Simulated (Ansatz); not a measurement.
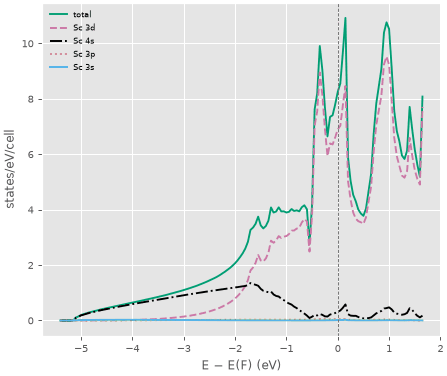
*Total and projected density of states of Sc (dhcp (α-La type), P6_3/mmc), the program Ansatz at the PBE level (PAW)*

Question: Which orbitals carry the states next to the Fermi level?

Answer: Within 0.5 eV of the Fermi level: Sc 3d 87 %, outside the projected shells 9 %. Projections are on Löwdin-orthogonalised atomic valence shells; empty p or d shells of many metals are not among them.

Question: Where is the tallest occupied peak in this window, and what makes it?

Answer: Near -0.3 eV, about 9.9 states/eV per cell; the largest projected share is Sc 3d.

The start of the workflow was typed in or built on a structure type. Its sites differ from those of the usual phase in this space group: another stacking or structure type. The PBE relaxation kept the symmetry of its start; whether a distortion lowers the energy is not shown. No spin polarisation was allowed.

Potentials: the earlier of the program's two PAW sets.
